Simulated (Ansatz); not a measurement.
## Geometry relaxation, with input and output: C2H7GaSi (part 2 of 2)

Continued. System: C2H7GaSi. Method: RKS LDA/def2-mTZVP (Ansatz 0.2.0). It belongs to a series of runs on one base structure; here: end point A relaxed.

Geometry of the input (Å):
```
Si -0.6109  1.2219  0.0907
C  -0.1066  -0.4516  -0.4278
C  1.2877  -0.7193  0.0168
Ga -0.2360  -1.9381  -0.3409
H  0.2168  2.2635  -0.5637
H  -0.5863  1.4100  1.5407
H  -2.0185  1.4826  -0.3592
H  -0.1295  -0.5350  -1.5365
H  1.3726  -0.7501  1.1811
H  2.0217  0.0533  -0.3312
H  -1.1457  -2.0944  0.7504
```

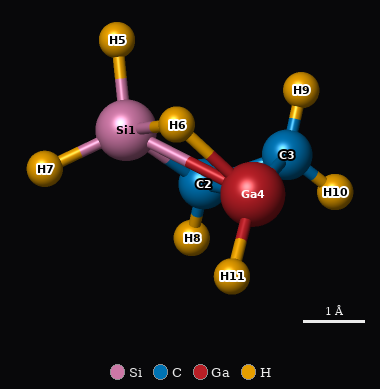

**Figure 1.** The geometry at step 20 of the log (ball-and-stick view, seen at a tilt; atoms are numbered from 1 in the order of the input).

### Trajectory as extended XYZ, continued
```
11
Properties=species:S:1:pos:R:3:forces:R:3 step=9 energy=-62307.17194
Si   -0.7314    1.4184    0.0225    0.2399  -0.0388   0.1994
C    -0.0080   -0.1407   -0.6107    0.0167  -0.1318   0.0223
C     1.2646   -0.7087    0.0793   -0.0928   0.0985   0.0734
Ga   -0.2911   -1.8116    0.3355    0.0668  -0.1110  -0.1129
H     0.1776    2.5873   -0.2288   -0.0588   0.1444  -0.0507
H    -0.8149    1.3064    1.5191   -0.0875   0.0109   0.0646
H    -2.0966    1.6807   -0.5217   -0.0595   0.0456  -0.0456
H    -0.0136   -0.2160   -1.7015   -0.0100  -0.0520  -0.2263
H     1.6251   -0.1477    0.9498    0.0607   0.0724   0.0492
H     2.1021   -1.0077   -0.5624   -0.0352  -0.0626  -0.0245
H    -1.1486   -3.0176    0.7393   -0.0403   0.0243   0.0512
11
Properties=species:S:1:pos:R:3:forces:R:3 step=10 energy=-62307.18574
Si   -0.7170    1.4088    0.0381   -0.0233   0.0987   0.0183
C     0.0025   -0.1452   -0.6221    0.0864  -0.0374  -0.0550
C     1.2737   -0.7109    0.0739    0.0392   0.0076   0.0615
Ga   -0.2841   -1.8152    0.3273    0.0183  -0.0756   0.0265
H     0.1328    2.6279   -0.2199    0.0213  -0.0333   0.0507
H    -0.8556    1.2831    1.5336    0.0165   0.0082  -0.0150
H    -2.0728    1.6884   -0.5306   -0.0543  -0.0352  -0.0108
H    -0.0023   -0.2136   -1.7190    0.0012   0.0049  -0.0281
H     1.6531   -0.1427    0.9374   -0.0076  -0.0205  -0.0718
H     2.1031   -1.0435   -0.5681   -0.1098   0.0204   0.0345
H    -1.1680   -2.9942    0.7699    0.0121   0.0622  -0.0108
11
Properties=species:S:1:pos:R:3:forces:R:3 step=11 energy=-62307.19119
Si   -0.7350    1.3963    0.0443    0.0405  -0.0739  -0.0435
C     0.0189   -0.1428   -0.6309   -0.0257  -0.0496  -0.1033
C     1.2943   -0.7094    0.0497   -0.0586   0.0854   0.0093
Ga   -0.2570   -1.8017    0.3561   -0.0268   0.0585   0.0439
H     0.1562    2.6046   -0.0887   -0.0130   0.0075   0.0099
H    -0.9703    1.2180    1.5208   -0.0052   0.0023   0.0262
H    -2.0529    1.7019   -0.6067    0.0403  -0.0315   0.0242
H    -0.0013   -0.2158   -1.7281    0.0000   0.0328   0.0020
H     1.7123   -0.1138    0.8709    0.0551  -0.0198   0.0525
H     2.0888   -1.0758   -0.6122   -0.0085  -0.0051  -0.0131
H    -1.1887   -2.9186    0.8453    0.0019  -0.0066  -0.0081
11
Properties=species:S:1:pos:R:3:forces:R:3 step=12 energy=-62307.19585
Si   -0.7359    1.3837    0.0446   -0.0005  -0.0289  -0.0105
C     0.0299   -0.1395   -0.6504    0.0184  -0.0188  -0.0253
C     1.3001   -0.7018    0.0432    0.0441   0.0604   0.0092
Ga   -0.2635   -1.7720    0.3764   -0.0054   0.0366   0.0094
H     0.1508    2.6054   -0.0335   -0.0542  -0.0514  -0.0059
H    -1.0050    1.1758    1.5166    0.0164  -0.0134  -0.0333
H    -2.0465    1.6816   -0.6266    0.0609   0.0016   0.0377
H     0.0131   -0.2050   -1.7480    0.0008   0.0288   0.0222
H     1.7494   -0.0947    0.8454   -0.0240  -0.0679  -0.0770
H     2.0752   -1.1105   -0.6228   -0.0629   0.0302   0.0764
H    -1.2025   -2.8804    0.8755    0.0066   0.0228  -0.0029
11
Properties=species:S:1:pos:R:3:forces:R:3 step=13 energy=-62307.20124
Si   -0.7396    1.3614    0.0437    0.0027   0.0383   0.0291
C     0.0494   -0.1342   -0.6786    0.0453  -0.0128   0.0114
C     1.3087   -0.6922    0.0360    0.0756   0.0135   0.0026
Ga   -0.2723   -1.7332    0.3932    0.0131   0.0320   0.0028
H     0.1286    2.6030    0.0156   -0.0780  -0.1042   0.0064
H    -1.0235    1.1010    1.5104    0.0327  -0.0067  -0.0866
H    -2.0457    1.6615   -0.6330    0.0461   0.0016   0.0396
H     0.0411   -0.1868   -1.7762    0.0044   0.0151   0.0191
H     1.7844   -0.0717    0.8148   -0.0640  -0.0802  -0.1280
H     2.0663   -1.1512   -0.6207   -0.0925   0.0610   0.1129
H    -1.2321   -2.8148    0.9151    0.0147   0.0426  -0.0091
11
Properties=species:S:1:pos:R:3:forces:R:3 step=14 energy=-62307.21396
Si   -0.7461    1.3131    0.0353    0.0604   0.0971   0.0934
C     0.0955   -0.1238   -0.7419    0.0469   0.0053   0.0860
C     1.3270   -0.6737    0.0210    0.1783  -0.0797  -0.0904
Ga   -0.2895   -1.6494    0.4244    0.0031   0.0809   0.0388
H     0.0734    2.5940    0.1218   -0.1226  -0.2149   0.0028
H    -1.0379    0.9342    1.4873    0.0613  -0.0184  -0.1622
H    -2.0560    1.6137   -0.6277    0.0180   0.0039   0.0182
H     0.1069   -0.1570   -1.8391    0.0056  -0.0066   0.0233
H     1.8447   -0.0203    0.7485   -0.1079  -0.1427  -0.1839
H     2.0548   -1.2309   -0.6049   -0.2053   0.1889   0.2255
H    -1.3076   -2.6571    0.9957    0.0622   0.0863  -0.0515
11
Properties=species:S:1:pos:R:3:forces:R:3 step=15 energy=-62307.23952
Si   -0.7533    1.2753    0.0281    0.1826  -0.0055   0.0178
C     0.1357   -0.1111   -0.7908    0.0091   0.0445   0.1144
C     1.3457   -0.6562    0.0028    0.2182  -0.0873  -0.1500
Ga   -0.3000   -1.5590    0.4701   -0.0360   0.1430   0.0854
H     0.0280    2.5732    0.2339   -0.1675  -0.2997   0.0330
H    -1.0529    0.7455    1.4452    0.0839   0.0263  -0.1670
H    -2.0582    1.5894   -0.6358    0.0036  -0.0101   0.0363
H     0.1490   -0.1509   -1.8869    0.0144  -0.0082   0.0214
H     1.8985    0.0246    0.6805   -0.1269  -0.2036  -0.1944
H     2.0454   -1.2881   -0.5924   -0.2883   0.2879   0.2928
H    -1.3725   -2.4997    1.0657    0.1069   0.1127  -0.0896
11
Properties=species:S:1:pos:R:3:forces:R:3 step=16 energy=-62307.28771
Si   -0.7533    1.2381    0.0021    0.2517   0.0692  -0.0066
C     0.1754   -0.1026   -0.8446    0.0417   0.1464   0.1111
C     1.3612   -0.6376   -0.0139    0.2656  -0.1486  -0.2084
Ga   -0.3158   -1.4563    0.5119   -0.1082   0.1629   0.2352
H    -0.0354    2.5466    0.3675   -0.1831  -0.3983  -0.0851
H    -1.0223    0.5967    1.3918    0.0779  -0.0977  -0.1024
H    -2.0782    1.5485   -0.6239    0.0365  -0.0141   0.0280
H     0.1904   -0.1676   -1.9398    0.0126   0.0023   0.0649
H     1.9420    0.0634    0.6225   -0.1718  -0.2602  -0.2225
H     2.0371   -1.3426   -0.5630   -0.3758   0.4261   0.3296
H    -1.4358   -2.3440    1.1099    0.1527   0.1119  -0.1439
11
Properties=species:S:1:pos:R:3:forces:R:3 step=17 energy=-62307.37262
Si   -0.7581    1.2129   -0.0151    0.3918   0.0397  -0.4821
C     0.2045   -0.0799   -0.8757    0.1395   0.1910   0.0740
C     1.3631   -0.6131   -0.0195    0.0818  -0.0327  -0.2635
Ga   -0.3446   -1.3080    0.6027    0.0226  -0.1315   0.1991
H    -0.0642    2.4952    0.4343   -0.2089  -0.2854   0.0815
H    -0.9652    0.4209    1.3299    0.0340   0.0255   0.2001
H    -2.0955    1.5167   -0.6135    0.0118  -0.0033   0.0720
H     0.2137   -0.1873   -1.9676   -0.0319  -0.0281   0.1075
H     1.9749    0.0897    0.5794   -0.1487  -0.1614  -0.1683
H     2.0076   -1.3666   -0.5320   -0.3443   0.3233   0.2928
H    -1.4708   -2.2378    1.0975    0.0521   0.0629  -0.1130
11
Properties=species:S:1:pos:R:3:forces:R:3 step=18 energy=-62307.41854
Si   -0.7346    1.2014   -0.1006    0.0153   0.2281   0.0714
C     0.2337   -0.0824   -0.9251    0.2471   0.2483   0.0741
C     1.3563   -0.5859   -0.0308    0.0453  -0.2144  -0.3571
Ga   -0.3531   -1.2054    0.6752    0.1005  -0.1848   0.2601
H    -0.1450    2.4200    0.5954   -0.0403  -0.1378  -0.2732
H    -0.8502    0.4119    1.3132   -0.0948  -0.0840   0.1529
H    -2.1219    1.4854   -0.5863    0.0890   0.0209  -0.0589
H     0.2258   -0.2657   -2.0077   -0.0568  -0.0606   0.1718
H     1.9842    0.1325    0.5231   -0.1134  -0.1131  -0.0420
H     1.9700   -1.4037   -0.4647   -0.1926   0.3132   0.1162
H    -1.4999   -2.1653    1.0287    0.0008  -0.0159  -0.1153
11
Properties=species:S:1:pos:R:3:forces:R:3 step=19 energy=-62307.47235
Si   -0.7338    1.2099   -0.0846   -0.1128   0.0524  -0.0011
C     0.2347   -0.0686   -0.8981    0.2612   0.1349  -0.0728
C     1.3593   -0.5837   -0.0320   -0.0071  -0.0943  -0.3452
Ga   -0.3205   -1.2064    0.7344    0.0149  -0.0962   0.2527
H    -0.1477    2.4483    0.5475    0.0352  -0.0865  -0.0453
H    -0.8801    0.4055    1.3527    0.0055   0.0005   0.0143
H    -2.1002    1.5173   -0.6101    0.0408  -0.0333  -0.0434
H     0.1760   -0.3012   -1.9714   -0.0368  -0.0334   0.2354
H     1.9986    0.1246    0.5160   -0.0712  -0.0716   0.0149
H     1.9558   -1.4037   -0.4734   -0.1062   0.2015   0.0722
H    -1.4768   -2.1993    0.9393   -0.0235   0.0259  -0.0816
11
Properties=species:S:1:pos:R:3:forces:R:3 step=20 energy=-62307.53838
Si   -0.7480    1.2053   -0.0833   -0.2142   0.2259  -0.0456
C     0.2701   -0.0228   -0.8691    0.2736  -0.2807  -0.7565
C     1.3760   -0.5632   -0.0541   -0.3046   0.0351  -0.3195
Ga   -0.2579   -1.1611    0.9029   -0.4007  -0.6766   0.1620
H    -0.1714    2.4388    0.5450    0.0275  -0.0552   0.0815
H    -0.8733    0.3815    1.4106    0.0184   0.1515   0.0540
H    -2.0882    1.5132   -0.6700    0.0251  -0.0485  -0.0250
H     0.0855   -0.4019   -1.9054    0.0434   0.1520   0.7898
H     2.0380    0.1121    0.4982   -0.0501   0.0474   0.1172
H     1.9343   -1.3929   -0.5035    0.0483  -0.0446  -0.0018
H    -1.4996   -2.1661    0.7492    0.5332   0.4938  -0.0560
11
Properties=species:S:1:pos:R:3:forces:R:3 step=21 energy=-62307.62220
Si   -0.7602    1.2045   -0.0810   -0.2412   0.1198   0.1359
C     0.2843   -0.0059   -0.8540    0.0458  -0.5953  -1.1899
C     1.3702   -0.5575   -0.0686   -0.1139   0.1119  -0.2374
Ga   -0.2138   -1.1735    1.0049   -0.2196  -0.2953   0.1817
H    -0.1861    2.4261    0.5527    0.0765   0.0564   0.0641
H    -0.8599    0.3903    1.4482    0.0339   0.0482  -0.0748
H    -2.0805    1.5067   -0.7093   -0.0045  -0.0353  -0.0115
H     0.0084   -0.4879   -1.8417    0.1999   0.4106   1.0664
H     2.0331    0.1027    0.5001   -0.0638   0.0566   0.1094
H     1.9191   -1.3905   -0.5187    0.0862  -0.0999  -0.0091
H    -1.4493   -2.0723    0.5877    0.2007   0.2221  -0.0349
11
Properties=species:S:1:pos:R:3:forces:R:3 step=22 energy=-62307.67832
Si   -0.7718    1.1732   -0.0618   -0.2663   0.2736   0.1806
C     0.2992   -0.0077   -0.8692   -0.0161  -0.6082  -0.5959
C     1.3778   -0.5395   -0.1063   -0.2491   0.0036  -0.0512
Ga   -0.1856   -1.1818    1.1550   -0.0181  -0.4004  -0.2886
H    -0.1775    2.3920    0.5593    0.0930   0.0788  -0.0217
H    -0.8934    0.4007    1.4550    0.0370   0.0891  -0.2013
H    -2.0818    1.4886   -0.7057   -0.0013  -0.0333  -0.0009
H    -0.0287   -0.5401   -1.8009    0.1433   0.2964   0.7824
H     2.0303    0.1159    0.4788   -0.0837   0.0654   0.1158
H     1.9098   -1.4058   -0.5155    0.0968  -0.0345  -0.0122
H    -1.4130   -1.9524    0.4318    0.2644   0.2695   0.0929
11
Properties=species:S:1:pos:R:3:forces:R:3 step=23 energy=-62307.75036
Si   -0.7841    1.1727   -0.0268    0.0320   0.0477   0.0811
C     0.2735   -0.0481   -0.8372   -0.1684  -0.0380  -0.4726
C     1.3711   -0.5318   -0.1047    0.3148  -0.0013  -0.1018
Ga   -0.1146   -1.2532    1.1527   -0.5509  -0.3764   0.0721
H    -0.1342    2.4056    0.5251    0.0230  -0.0073  -0.1026
H    -0.8868    0.3958    1.4062   -0.0478   0.0637   0.0669
H    -2.0883    1.4806   -0.6892    0.0062  -0.0436   0.0813
H    -0.0994   -0.6190   -1.7025    0.1046   0.1141   0.1891
H     1.9843    0.1422    0.5067   -0.0774  -0.0009  -0.0015
H     1.9348   -1.3861   -0.5065    0.0598   0.0673   0.0284
H    -1.3911   -1.8160    0.2966    0.3041   0.1747   0.1595
11
Properties=species:S:1:pos:R:3:forces:R:3 step=24 energy=-62307.78886
Si   -0.7805    1.1460    0.0021    0.0688   0.0220   0.0694
C     0.2688   -0.0788   -0.8376    0.2716  -0.0413   0.2026
C     1.3903   -0.5186   -0.1117   -0.2282  -0.0216  -0.3414
Ga   -0.1461   -1.3475    1.1786   -0.1409  -0.0051  -0.1086
H    -0.0943    2.4043    0.4576   -0.0217  -0.0867  -0.0907
H    -0.8737    0.3918    1.4149   -0.0410   0.1151   0.0897
H    -2.1016    1.4308   -0.6321   -0.0189  -0.0173   0.0716
H    -0.1204   -0.6752   -1.6645    0.0697  -0.0159  -0.1299
H     1.9530    0.1809    0.5239   -0.1571  -0.0917   0.0367
H     2.0066   -1.3399   -0.5132   -0.0660   0.0999   0.1001
H    -1.4366   -1.6510    0.2024    0.2636   0.0427   0.1005
11
Properties=species:S:1:pos:R:3:forces:R:3 step=25 energy=-62307.80880
Si   -0.7813    1.1248    0.0237    0.0018   0.1276  -0.0426
C     0.2631   -0.0955   -0.8432   -0.0401   0.0017   0.2439
C     1.3684   -0.5313   -0.1184    0.2981   0.0567  -0.0175
Ga   -0.1520   -1.3585    1.2075   -0.1868  -0.1702  -0.1768
H    -0.0718    2.4049    0.3701   -0.0500  -0.0846  -0.0267
H    -0.8439    0.4387    1.4627    0.0125   0.0203  -0.0580
H    -2.1353    1.3767   -0.5535    0.0074   0.0091   0.0403
H    -0.1101   -0.6747   -1.6873    0.0205  -0.0336  -0.1622
H     1.8832    0.1546    0.5751   -0.0738  -0.1022  -0.1404
H     2.0108   -1.3383   -0.5093   -0.0872   0.1155   0.1158
H    -1.3657   -1.5586    0.0929    0.0976   0.0596   0.2243
11
Properties=species:S:1:pos:R:3:forces:R:3 step=26 energy=-62307.81918
Si   -0.7803    1.1149    0.0172   -0.0309   0.0580   0.0144
C     0.2675   -0.1041   -0.8447   -0.0080   0.0884   0.0879
C     1.3730   -0.5349   -0.1134    0.1574   0.0241  -0.0247
Ga   -0.1677   -1.3716    1.1687    0.0943  -0.0834   0.1487
H    -0.0811    2.3968    0.3534   -0.0094   0.0082  -0.0070
H    -0.8175    0.4373    1.4629    0.0180   0.0190  -0.0645
H    -2.1505    1.3532   -0.5268    0.0251   0.0058   0.0050
H    -0.0691   -0.6539   -1.7250   -0.0217  -0.0612  -0.0555
H     1.8748    0.1535    0.5851   -0.0640  -0.1037  -0.0777
H     2.0274   -1.3305   -0.5015   -0.0552   0.0776   0.0666
H    -1.4112   -1.5180    0.1446   -0.1057  -0.0330  -0.0931
11
Properties=species:S:1:pos:R:3:forces:R:3 step=27 energy=-62307.82347
Si   -0.7798    1.1231    0.0165    0.0086  -0.0287   0.0232
C     0.2659   -0.1021   -0.8427   -0.0040   0.0099   0.0433
C     1.3735   -0.5295   -0.1166    0.0292   0.0083  -0.0212
Ga   -0.1638   -1.3951    1.1847   -0.0056   0.0036  -0.0264
H    -0.0784    2.4038    0.3449    0.0084   0.0338  -0.0040
H    -0.8091    0.4412    1.4490   -0.0213   0.0066   0.0190
H    -2.1488    1.3646   -0.5235   -0.0053   0.0021  -0.0099
H    -0.0716   -0.6532   -1.7236    0.0003  -0.0349  -0.0236
H     1.8666    0.1522    0.5902   -0.0242  -0.0463  -0.0239
H     2.0280   -1.3247   -0.4988   -0.0151   0.0297   0.0193
H    -1.4170   -1.5375    0.1404    0.0291   0.0158   0.0042
11
Properties=species:S:1:pos:R:3:forces:R:3 step=28 energy=-62307.82429
Si   -0.7803    1.1209    0.0213    0.0057  -0.0027   0.0117
C     0.2631   -0.1071   -0.8397   -0.0035   0.0192   0.0239
C     1.3749   -0.5298   -0.1191    0.0072   0.0072  -0.0039
Ga   -0.1608   -1.3999    1.1853   -0.0167  -0.0121  -0.0115
H    -0.0773    2.4062    0.3385   -0.0025  -0.0045  -0.0038
H    -0.8164    0.4428    1.4540   -0.0005   0.0133   0.0025
H    -2.1486    1.3636   -0.5212   -0.0011  -0.0042  -0.0056
H    -0.0751   -0.6601   -1.7199    0.0047  -0.0116  -0.0145
H     1.8631    0.1495    0.5921   -0.0035  -0.0194  -0.0183
H     2.0314   -1.3224   -0.5007   -0.0067   0.0106   0.0097
H    -1.4086   -1.5209    0.1296    0.0169   0.0043   0.0098
11
Properties=species:S:1:pos:R:3:forces:R:3 step=29 energy=-62307.82423 accepted=F
Si   -0.7802    1.1205    0.0226   -0.0117   0.0338   0.0199
C     0.2627   -0.1060   -0.8385    0.0108  -0.0095   0.0143
C     1.3749   -0.5300   -0.1194    0.0152   0.0074   0.0007
Ga   -0.1594   -1.4051    1.1825   -0.0150   0.0058   0.0053
H    -0.0770    2.4064    0.3379   -0.0052  -0.0031  -0.0106
H    -0.8193    0.4518    1.4572    0.0057  -0.0273  -0.0056
H    -2.1477    1.3616   -0.5230    0.0002  -0.0017  -0.0027
H    -0.0753   -0.6588   -1.7189    0.0014  -0.0088  -0.0179
H     1.8640    0.1481    0.5923   -0.0063  -0.0198  -0.0154
H     2.0314   -1.3223   -0.5019   -0.0081   0.0118   0.0064
H    -1.4089   -1.5233    0.1295    0.0131   0.0115   0.0057
11
Properties=species:S:1:pos:R:3:forces:R:3 step=30 energy=-62307.82445
Si   -0.7807    1.1203    0.0233   -0.0026   0.0056   0.0037
C     0.2624   -0.1072   -0.8384    0.0010   0.0020   0.0078
C     1.3747   -0.5302   -0.1193    0.0011   0.0052  -0.0010
Ga   -0.1610   -1.4037    1.1851   -0.0013  -0.0023  -0.0001
H    -0.0780    2.4069    0.3357   -0.0023  -0.0016  -0.0017
H    -0.8169    0.4463    1.4564    0.0014   0.0016   0.0003
H    -2.1488    1.3611   -0.5212    0.0005  -0.0034  -0.0014
H    -0.0743   -0.6591   -1.7203    0.0024  -0.0035  -0.0038
H     1.8632    0.1477    0.5922    0.0008  -0.0082  -0.0042
H     2.0312   -1.3224   -0.5010   -0.0013   0.0015   0.0009
H    -1.4065   -1.5169    0.1279    0.0005   0.0031  -0.0004
```

### Key numbers

| quantity | value |
| --- | --- |
| outcome | converged |
| total energy | −62307.8245 eV |
| mean-field energy | −62307.8245 eV |
| largest force (length of the vector) at the end | 0.009 eV/Å |
| hardware | 2 threads of AMD EPYC (Zen 4), 16 GiB of memory available, shared host |
| wall time | 33 s (CPU time 61 s) |
| peak memory | 0.18 GiB |
